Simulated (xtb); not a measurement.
Energy and gradient calculation of HfH2O2F2

HfH2O2F2, computed with GFN1-xTB (xtb 6.7.1).

The geometry comes from this level: GFN2-xTB.

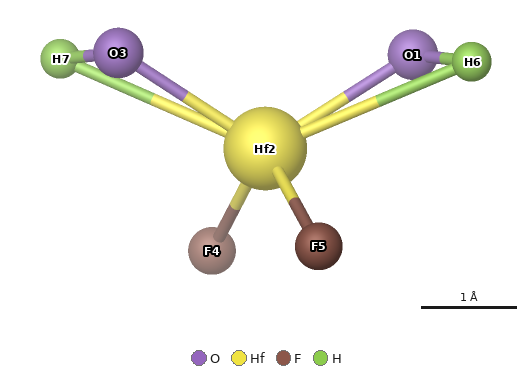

**Figure 1.** The structure (ball-and-stick view, seen at a tilt; atoms are numbered from 1 in the order of the input). Sticks mark near contacts. Bond lengths as drawn: F–Hf 1.86 Å, Hf–O 1.86 Å, H–Hf 2.41 to 2.42 Å and H–O 0.97 Å.

**Input file (geom.xyz)**
```
7

O     -1.36722000     0.49578000     0.94269000
Hf    -0.01574000     0.03880000    -0.24590000
O      1.48635000    -0.72615000     0.53018000
F     -0.37857000    -1.28612000    -1.49472000
F      0.17711000     1.69072000    -1.07188000
H     -1.50615000     1.44928000     1.01576000
H      1.60421000    -1.66231000     0.32386000
```

Launch command:
```bash
xtb geom.xyz -u 0 --grad --json --gfn 1 > run.log
```

**The program's output**
```
* xtb version 6.7.1
   ID    Z sym.   atoms
    1    8 O      1, 3
    2   72 Hf     2
    3    9 F      4, 5
    4    1 H      6, 7

           -------------------------------------------------
          |                Calculation Setup                |
           -------------------------------------------------

          program call               : xtb geom.xyz -u 0 --grad --json --gfn 1
          coordinate file            : geom.xyz
          omp threads                :                     1

           -------------------------------------------------
          |                 G F N 1 - x T B                 |
           -------------------------------------------------

      * Hamiltonian:
        H0-scaling (s, p, d)           1.850000    2.250000    2.000000
        zeta-weighting                 0.000000
      * Dispersion:
        s8                             2.400000
        a1                             0.630000
        a2                             5.000000
        s9                             0.000000
      * Repulsion:
        kExp                           1.500000
        rExp                           1.000000
      * Coulomb:
        alpha                          2.000000
        third order                    atomic
        anisotropic                    false
      * Halogen bond correction:
        rad-scale                      1.300000
        damping                        0.440000

          ...................................................
          :                      SETUP                      :
          :.................................................:
          :  # basis functions                  30          :
          :  # atomic orbitals                  29          :
          :  # shells                           15          :
          :  # electrons                        32          :
          :  # halogen bonds                     0          :
          :  max. iterations                   250          :
          :  Hamiltonian                  GFN1-xTB          :
          :  restarted?                      false          :
          :  GBSA solvation                  false          :
          :  PC potential                    false          :
          :  electronic temp.          300.0000000     K    :
          :  accuracy                    1.0000000          :
          :  -> integral cutoff          0.2500000E+02      :
          :  -> integral neglect         0.1000000E-07      :
          :  -> SCF convergence          0.1000000E-05 Eh   :
          :  -> wf. convergence          0.2000000E-04 e    :
          :  Broyden damping             0.4000000          :
          :  net charge                          0          :
          :  unpaired electrons                  0          :
          ...................................................

 iter      E             dE          RMSdq      gap      omega  full diag
   1    -21.7897571 -0.217898E+02  0.816E+00    2.77       0.0  T
   2    -21.7004189  0.893381E-01  0.774E+00    8.48       1.0  T
   3    -22.1336717 -0.433253E+00  0.438E+00    5.78       1.0  T
   4    -21.6700665  0.463605E+00  0.733E+00    2.67       1.0  T
   5    -22.1771008 -0.507034E+00  0.502E-01    5.01       1.0  T
   6    -22.1733084  0.379234E-02  0.733E-01    5.17       1.0  T
   7    -22.1765880 -0.327955E-02  0.477E-01    5.07       1.0  T
   8    -22.1775954 -0.100741E-02  0.354E-01    5.02       1.0  T
   9    -22.1788002 -0.120477E-02  0.101E-01    4.91       1.0  T
  10    -22.1788940 -0.938706E-04  0.212E-02    4.88       1.8  T
  11    -22.1788982 -0.413745E-05  0.409E-03    4.87       9.2  T
  12    -22.1788983 -0.105399E-06  0.274E-03    4.88      13.8  T
  13    -22.1788984 -0.747831E-07  0.159E-04    4.88     237.6  T
  14    -22.1788984 -0.270994E-09  0.658E-06    4.88    5739.8  T

   *** convergence criteria satisfied after 14 iterations ***

         #    Occupation            Energy/Eh            Energy/eV
      -------------------------------------------------------------
         1        2.0000           -0.8181837             -22.2639
       ...           ...                  ...                  ...
        10        2.0000           -0.5197461             -14.1430
        11        2.0000           -0.5150443             -14.0151
        12        2.0000           -0.5137769             -13.9806
        13        2.0000           -0.5122390             -13.9387
        14        2.0000           -0.5080103             -13.8237
        15        2.0000           -0.5076379             -13.8135
        16        2.0000           -0.5070734             -13.7982 (HOMO)
        17                         -0.3278752              -8.9219 (LUMO)
        18                         -0.3204451              -8.7198
        19                         -0.2961127              -8.0576
        20                         -0.2618185              -7.1244
        21                         -0.2500553              -6.8043
       ...                                ...                  ...
        29                          0.6182770              16.8242
      -------------------------------------------------------------
                  HL-Gap            0.1791981 Eh            4.8762 eV
             Fermi-level           -0.4174743 Eh          -11.3601 eV

 SCC (total)                   0 d,  0 h,  0 min,  0.005 sec
 SCC setup                      ...        0 min,  0.000 sec (  1.339%)
 Dispersion                     ...        0 min,  0.000 sec (  0.573%)
 classical contributions        ...        0 min,  0.000 sec (  0.115%)
 integral evaluation            ...        0 min,  0.001 sec ( 20.274%)
 iterations                     ...        0 min,  0.002 sec ( 42.303%)
 molecular gradient             ...        0 min,  0.002 sec ( 33.325%)
 printout                       ...        0 min,  0.000 sec (  1.809%)

         :::::::::::::::::::::::::::::::::::::::::::::::::::::
         ::                     SUMMARY                     ::
         :::::::::::::::::::::::::::::::::::::::::::::::::::::
         :: total energy             -22.100423686534 Eh    ::
         :: gradient norm              0.028236953490 Eh/a0 ::
         :: HOMO-LUMO gap              4.876229654331 eV    ::
         ::.................................................::
         :: SCC energy               -22.178898360062 Eh    ::
         :: -> electrostatic           0.264372972628 Eh    ::
         :: repulsion energy           0.079938137833 Eh    ::
         :: dispersion energy         -0.001463464304 Eh    ::
         :: halogen bond corr.         0.000000000000 Eh    ::
         :: add. restraining           0.000000000000 Eh    ::
         :: total charge               0.000000000000 e     ::
         :::::::::::::::::::::::::::::::::::::::::::::::::::::

           -------------------------------------------------
          |                Property Printout                |
           -------------------------------------------------

    * Orbital Energies and Occupations

         #    Occupation            Energy/Eh            Energy/eV
      -------------------------------------------------------------
         1        2.0000           -0.8181837             -22.2639
       ...           ...                  ...                  ...
         4        2.0000           -0.7813803             -21.2624
         5        2.0000           -0.6038544             -16.4317
         6        2.0000           -0.5980080             -16.2726
         7        2.0000           -0.5420411             -14.7497
         8        2.0000           -0.5300165             -14.4225
         9        2.0000           -0.5294177             -14.4062
        10        2.0000           -0.5197461             -14.1430
        11        2.0000           -0.5150443             -14.0151
        12        2.0000           -0.5137769             -13.9806
        13        2.0000           -0.5122390             -13.9387
        14        2.0000           -0.5080103             -13.8237
        15        2.0000           -0.5076379             -13.8135
        16        2.0000           -0.5070734             -13.7982 (HOMO)
        17                         -0.3278752              -8.9219 (LUMO)
        18                         -0.3204451              -8.7198
        19                         -0.2961127              -8.0576
        20                         -0.2618185              -7.1244
        21                         -0.2500553              -6.8043
        22                         -0.1395201              -3.7965
        23                         -0.1357639              -3.6943
        24                         -0.0000003              -0.0000
        25                          0.0159198               0.4332
        26                          0.2337011               6.3593
        27                          0.2538418               6.9074
       ...                                ...                  ...
        29                          0.6182770              16.8242
      -------------------------------------------------------------
                  HL-Gap            0.1791981 Eh            4.8762 eV
             Fermi-level           -0.4174743 Eh          -11.3601 eV

  Mulliken/CM5 charges         n(s)   n(p)   n(d)
     1     -0.67135 -1.06497   1.618  5.054  0.000
     2      1.45885  2.23744   0.541  1.109  0.891
     3     -0.67159 -1.06607   1.617  5.054  0.000
     4     -0.43713 -0.59992   1.770  5.667  0.000
     5     -0.43755 -0.60020   1.770  5.668  0.000
     6      0.37922  0.54664   0.621  0.000  0.000
     7      0.37956  0.54709   0.620  0.000  0.000

Wiberg/Mayer (AO) data.
largest (>0.10) Wiberg bond orders for each atom

 ---------------------------------------------------------------------------
     #   Z sym  total        # sym  WBO       # sym  WBO       # sym  WBO
 ---------------------------------------------------------------------------
     1   8      2.024 --     2      1.120     6      0.807
     2  72      4.205 --     3      1.121     1      1.120     4      0.939
                             5      0.938
     3   8      2.024 --     2      1.121     7      0.806
     4   9      1.022 --     2      0.939
     5   9      1.022 --     2      0.938
     6   1      0.858 --     1      0.807
     7   1      0.858 --     3      0.806
 ---------------------------------------------------------------------------

Topologies differ in total number of bonds
Writing topology from bond orders to xtbtopo.mol

 dipole moment from electron density (au)
     X       Y       Z
   0.0294  -0.0632   0.3671  total (Debye):    0.950

           -------------------------------------------------
          | TOTAL ENERGY              -22.100423686534 Eh   |
          | GRADIENT NORM               0.028236953490 Eh/α |
          | HOMO-LUMO GAP               4.876229654331 eV   |
           -------------------------------------------------

------------------------------------------------------------------------
------------------------------------------------------------------------
 total:
 *  cpu-time:     0 d,  0 h,  0 min,  0.011 sec
 * ratio c/w:     1.000 speedup
 SCF:
 *  cpu-time:     0 d,  0 h,  0 min,  0.006 sec
 * ratio c/w:     1.000 speedup
```

**Standard error**
```
normal termination of xtb
```

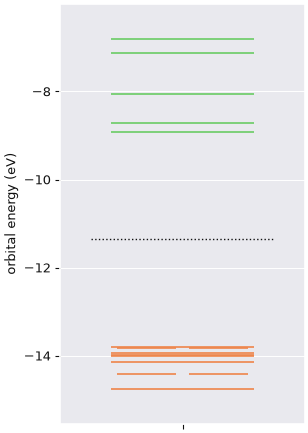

**Figure 2.** Orbital energies near the frontier; the dotted line parts filled from empty levels, and levels within 0.02 eV of each other stand side by side. Highest filled −13.80 eV, lowest empty −8.92 eV, 4.88 eV apart.

**Results in brief**

| quantity | value |
| --- | --- |
| outcome | converged |
| electrons treated | 32 |
| total energy | −22.100424 hartree |
| dispersion energy | −0.001463 hartree |
| basis functions | 30 |
| largest force | 1.116 eV/Å |
| HOMO | −13.80 eV |
| LUMO | −8.92 eV |
| dipole moment | 0.95 D |
| hardware | 1 thread of Arm Neoverse V1, 24 GiB of memory available, shared host |
| peak memory | 0.075 GiB |
